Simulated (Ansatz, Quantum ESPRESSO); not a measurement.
# Lattice dynamics of CdF2 (Fm-3m) in two programs, part 3 of 4

Aim: the phonon dispersion of CdF2 (Fm-3m), checked by a second program.

Quantum ESPRESSO 7.5; DFT LDA, scalar-relativistic, plane waves, GBRV ultrasoft pseudopotentials.

So far, highest frequency (cm⁻¹): step 7 (dispersion) 413. The relaxed cell has a = 5.307 Å (conventional setting).

### Step 9. Modes with the sum rule

A rigid shift of the crystal must cost nothing, but grids and finite bases break this; the acoustic sum rule is imposed before the matrix is diagonalised again. With Born charges the intensities follow, and the static dielectric tensor.

dynmat.in reads:

```
 &input
    fildyn='x.dyn1',
    asr='simple',
    fileig='dynmat.eig',
    lperm=.true.,
 /
```

Run with:

```
> dynmat.x -in dynmat.in > dynmat.out
```

The log of the run:

```text
[banner, memory and clock lines left out]
Program DYNMAT v.7.5

     Reading Dynamical Matrix from file x.dyn1
     ...Force constants read
     ...epsilon and Z* read
     A direction for q was not specified:TO-LO splitting will be absent

     Polarizability (A^3 units)
     multiply by 0.608852 for Clausius-Mossotti correction
         5.732594    0.000000    0.000000
         0.000000    5.732594   -0.000000
        -0.000000   -0.000000    5.732594

     IR activities are in (D/A)^2/amu units

# mode   [cm-1]    [THz]      IR
    1     -0.00   -0.0000    0.0000
    2      0.00    0.0000    0.0000
    3      0.00    0.0000    0.0000
    4    239.77    7.1880    4.8696
    5    239.77    7.1880    4.8696
    6    239.77    7.1880    4.8696
    7    318.24    9.5405    0.0000
    8    318.24    9.5405    0.0000
    9    318.24    9.5405    0.0000

Electronic dielectric permittivity tensor (relative, adimensional)
         2.927309    0.000000    0.000000
         0.000000    2.927309   -0.000000
        -0.000000   -0.000000    2.927309

 ... with zone-center polar mode contributions
         7.760760    0.000000   -0.000000
         0.000000    7.760760    0.000000
        -0.000000    0.000000    7.760760

[end of the log left out, with the tail of the file of modes that dynmat.x writes under the same name]
```

Elapsed: 1.1 s, on 1 thread of Intel Xeon Platinum 8559C (Emerald Rapids), shared host.

Numbers from this step:

```yaml
highest_optical_zone_centre_mode_no_lo_to_term: 318.2 cm⁻¹
lowest_optical_zone_centre_mode: 239.8 cm⁻¹
mean_static_dielectric_constant: 7.761
```

Unit eigenvectors of the mass-weighted matrix after the sum rule; no LO-TO term. The modes at Γ (shares of kinetic energy by element, %):

| mode | frequency (cm⁻¹) | symmetry | Cd % | F % |
| --- | --- | --- | --- | --- |
| 1 | 0.0 | acoustic | 75 | 25 |
| 2 | 0.0 | acoustic | 75 | 25 |
| 3 | 0.0 | acoustic | 75 | 25 |
| 4 | 239.8 | T1u | 25 | 75 |
| 5 | 239.8 | T1u | 25 | 75 |
| 6 | 239.8 | T1u | 25 | 75 |
| 7 | 318.2 | T2g | 0 | 100 |
| 8 | 318.2 | T2g | 0 | 100 |
| 9 | 318.2 | T2g | 0 | 100 |

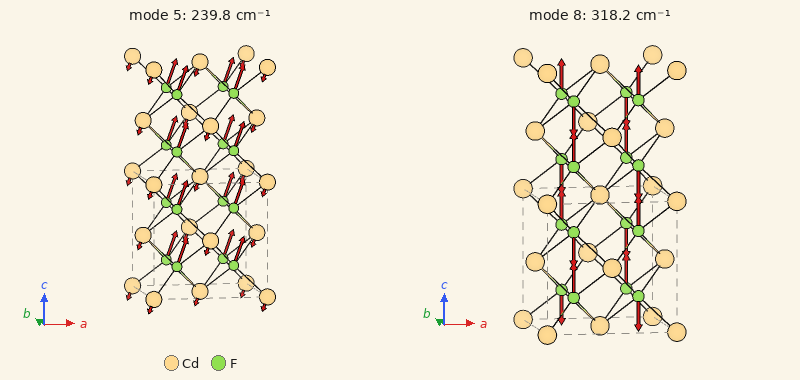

Displacement patterns of modes 5 and 8 at Γ; arrows are exaggerated. 1×1×2 conventional cells are drawn. Some periodic images of atoms are drawn too.

Degenerate modes summed, no LO-TO term. Lines of the infrared spectrum (strongest = 100):

| position (cm⁻¹) | lines merged | label | IR intensity, relative |
| --- | --- | --- | --- |
| 240 | 3 | T1u | 100 |
| 318 | 3 | T2g | 0.0 |

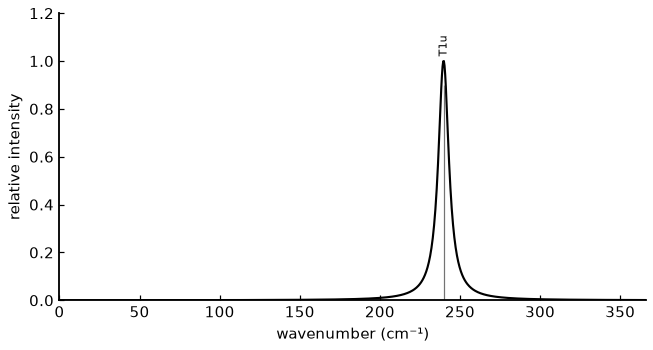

The infrared spectrum, broadened with Lorentzians of width 8 cm⁻¹; bars mark the lines.

Static dielectric tensor (ions relaxed, fixed cell):

```
7.76 0.00 0.00
0.00 7.76 0.00
0.00 0.00 7.76
```

The rule also moves an optical mode by 0.3 cm⁻¹.

### Step 10. Sum rules set otherwise: a sum rule for molecules or wires on a crystal

This rule also removes rotations, which suits molecules and not a crystal; it is tried to see the harm.

dynmat.in reads:

```
 &input
    fildyn='x.dyn1',
    asr='zero-dim',
    fileig='dynmat.eig',
    lperm=.true.,
 /
```

Run with:

```
> dynmat.x -in dynmat.in > dynmat.out
```

The log of the run:

```text
[banner, memory and clock lines left out]
Program DYNMAT v.7.5

     Reading Dynamical Matrix from file x.dyn1
     ...Force constants read
     ...epsilon and Z* read
     Acoustic Sum Rule: || Z*(ASR) - Z*(orig)|| =    3.205515E+00
     Acoustic Sum Rule: ||dyn(ASR) - dyn(orig)||=    2.407970E-01
     A direction for q was not specified:TO-LO splitting will be absent

     Polarizability (A^3 units)
     multiply by 0.608852 for Clausius-Mossotti correction
         5.732594    0.000000    0.000000
         0.000000    5.732594   -0.000000
        -0.000000   -0.000000    5.732594

     IR activities are in (D/A)^2/amu units

# mode   [cm-1]    [THz]      IR
    1     -0.00   -0.0000    0.0000
    2     -0.00   -0.0000    0.0000
    3      0.00    0.0000    0.0000
    4      0.00    0.0000    0.0000
    5      0.00    0.0000    0.0000
    6    239.53    7.1808    4.8696
    7    293.41    8.7963    3.5683
    8    293.41    8.7963    3.5683
    9    317.95    9.5318    0.0000

Electronic dielectric permittivity tensor (relative, adimensional)
         2.927309    0.000000    0.000000
         0.000000    2.927309   -0.000000
        -0.000000   -0.000000    2.927309

 ... with zone-center polar mode contributions
         6.118396   -0.826039   -0.826039
        -0.826039    6.118396    0.826039
        -0.826039    0.826039    6.118396

[end of the log left out, with the tail of the file of modes that dynmat.x writes under the same name]
```

It took 1.1 s on 1 thread.

The program raised no error, yet the settings are not those of a careful run.

The fault: a sum rule for molecules or wires on a crystal; 2 optical modes are projected out to zero frequency, as if they were rotations, and the static dielectric tensor is spoilt.

For a crystal the rule has to be 'simple' or 'crystal'.

Zone-centre frequencies as printed; negative means imaginary. Modes:

| mode | frequency (cm⁻¹) |
| --- | --- |
| 1 | 0 |
| 2 | 0 |
| 3 | 0 |
| 4 | 0 |
| 5 | 0 |
| 6 | 239.5 |
| 7 | 293.4 |
| 8 | 293.4 |
| 9 | 317.9 |

### Step 11. Modes along a direction of q (1 0 0)

A longitudinal polar mode sets up a macroscopic field that stiffens it; the term hangs on the direction from which q goes to zero.

dynmat.in reads:

```
 &input
    fildyn='x.dyn1',
    asr='simple',
    fileig='dynmat.eig',
    q(1)=1.0,
    q(2)=0.0,
    q(3)=0.0,
 /
```

Run with:

```
> dynmat.x -in dynmat.in > dynmat.out
```

The log of the run:

```text
[banner, memory and clock lines left out]
Program DYNMAT v.7.5

     Reading Dynamical Matrix from file x.dyn1
     ...Force constants read
     ...epsilon and Z* read

     Polarizability (A^3 units)
     multiply by 0.608852 for Clausius-Mossotti correction
         5.732594    0.000000    0.000000
         0.000000    5.732594   -0.000000
        -0.000000   -0.000000    5.732594

     IR activities are in (D/A)^2/amu units

# mode   [cm-1]    [THz]      IR
    1     -0.00   -0.0000    0.0000
    2      0.00    0.0000    0.0000
    3      0.00    0.0000    0.0000
    4    239.77    7.1880    4.8696
    5    239.77    7.1880    4.8696
    6    318.24    9.5405    0.0000
    7    318.24    9.5405    0.0000
    8    318.24    9.5405    0.0000
    9    390.40   11.7038    4.8696

[end of the log left out, with the tail of the file of modes that dynmat.x writes under the same name]
```

Elapsed: 1.1 s, on 1 thread.

Numbers from this step:

| Quantity | Value |
| --- | --- |
| highest mode moved by the LO-TO term | 390.4 cm⁻¹ |

Zone-centre frequencies as printed; negative means imaginary. Modes:

| mode | frequency (cm⁻¹) |
| --- | --- |
| 1 | 0 |
| 2 | 0 |
| 3 | 0 |
| 4 | 239.8 |
| 5 | 239.8 |
| 6 | 318.2 |
| 7 | 318.2 |
| 8 | 318.2 |
| 9 | 390.4 |

The field moves one mode, from 240 to 390 cm⁻¹; the others stay.

### Step 12. The dispersion under another sum rule (asr no)

The sum rule corrects the force constants themselves, so it can shift branches at any wavevector, low ones most.

matdyn.in reads:

```
 &input
    asr='no',
    flfrc='x.fc',
    flfrq='x.freq',
    flvec='x.modes',
    q_in_band_form=.true.,
    q_in_cryst_coord=.true.,
 /
8
  0.0000000   0.0000000   0.0000000   8  ! GAMMA
 -0.0000000   0.5000000   0.5000000   8  ! X
 -0.0000000   0.6250000   0.3750000   1  ! U
 -0.3750000   0.3750000  -0.0000000   8  ! K
  0.0000000   0.0000000   0.0000000   8  ! GAMMA
 -0.0000000   0.5000000  -0.0000000   8  ! L
 -0.2500000   0.5000000   0.2500000   8  ! W
 -0.0000000   0.5000000   0.5000000   1  ! X
```

Run with:

```
> matdyn.x -in matdyn.in > matdyn.out
```

The log of the run:

```text
[banner, memory and clock lines left out]
Program MATDYN v.7.5

 mass for atomic type   1 not given; uses mass from file x.fc
 mass for atomic type   2 not given; uses mass from file x.fc
```

Wall time 0.93 s (1 thread).

Read from the output:

```yaml
lowest_frequency_on_the_path: -9.156 cm⁻¹
```

Matdyn.x, sum rule no. Phonon branches along the path, in cm⁻¹:

| point | branch 1 | branch 2 | branch 3 | branch 4 | branch 5 | branch 6 | branch 7 | branch 8 | branch 9 |
| --- | --- | --- | --- | --- | --- | --- | --- | --- | --- |
| Γ | -9 | -9 | -9 | 240 | 240 | 318 | 318 | 318 | 390 |
| X | 111 | 111 | 122 | 159 | 159 | 200 | 366 | 366 | 413 |
| U | 105 | 131 | 142 | 179 | 193 | 220 | 350 | 356 | 405 |
| jump to K | 105 | 131 | 142 | 179 | 193 | 220 | 350 | 356 | 405 |
| Γ | -9 | -9 | -9 | 240 | 240 | 318 | 318 | 318 | 390 |
| L | 88 | 88 | 188 | 266 | 266 | 300 | 300 | 307 | 361 |
| W | 115 | 141 | 142 | 158 | 158 | 293 | 293 | 376 | 403 |
| X | 111 | 111 | 122 | 159 | 159 | 200 | 366 | 366 | 413 |

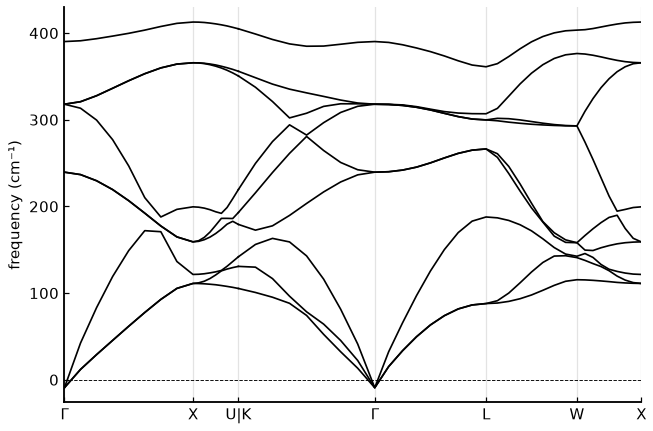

Phonon branches along the path.

At the labelled points the branches move by no more than 9.3 cm⁻¹.

[end of part 3 of 4]

[Host names and launcher messages were left out of these logs when they were recorded.]

[Logs are printed without paths, hosts, clocks, repeated set-up lines and the standing remarks that a program may print on its own settings, such as how far it seeks lower states.]

[Hosts, paths, dates, database ids (printed as entryN), source tags and the programs' standing remarks are cut or masked in the printed files.]
